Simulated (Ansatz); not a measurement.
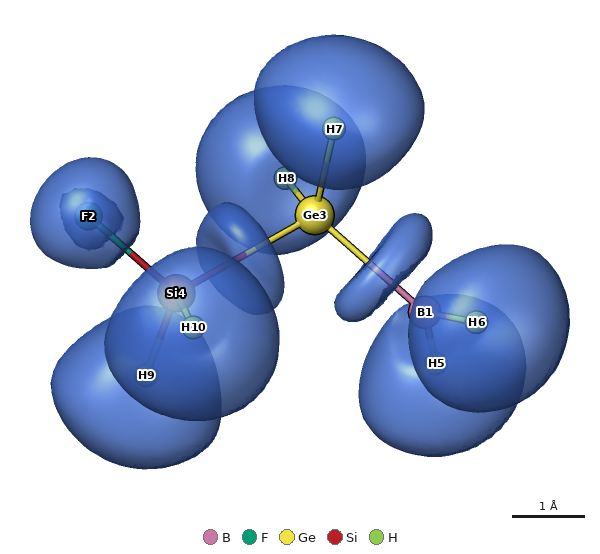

*BFGeH₆Si (SMILES [BH2][GeH2][SiH2]F). Isosurface of the ELF at 0.75 (blue), seen at a tilt. Core shells and regions of very low density are left out.*

Geometry: PBE0-D3(BJ)/def2-SVP.

The calculation used Ansatz 0.2.0, isolated molecule in a Gaussian basis; Kohn-Sham density functional theory, functional PBE0.

```xyz
10

B    -0.6398   -2.1400   -1.4576
F    -0.1602    0.4704    2.7510
Ge    0.1995   -0.6616   -0.3198
Si   -0.8268   -0.7063    1.8385
H    -1.6375   -1.9269   -2.1029
H    -0.1841   -3.2577   -1.4466
H     1.7105   -0.8487   -0.0781
H    -0.0384    0.7566   -0.8753
H    -2.2930   -0.4447    1.7524
H    -0.5935   -2.0087    2.5278
```

What do the ELF domains correspond to?

At this value the surface marks out one region between bonded B–Ge atoms (shared pairs), one region between bonded Ge–Si atoms (shared pairs), six regions around hydrogen nuclei and one region wrapped around F (its valence shell).

Values along the shortest contacts:
Si–F (1.63 Å): the ELF peaks at about 0.85 in the valence shell of F, 0.6 Å from its nucleus, and is about 0.55 at the midpoint. Ge–B (2.05 Å): the ELF peaks at about 0.95 between the atoms: localised, covalent bonding.
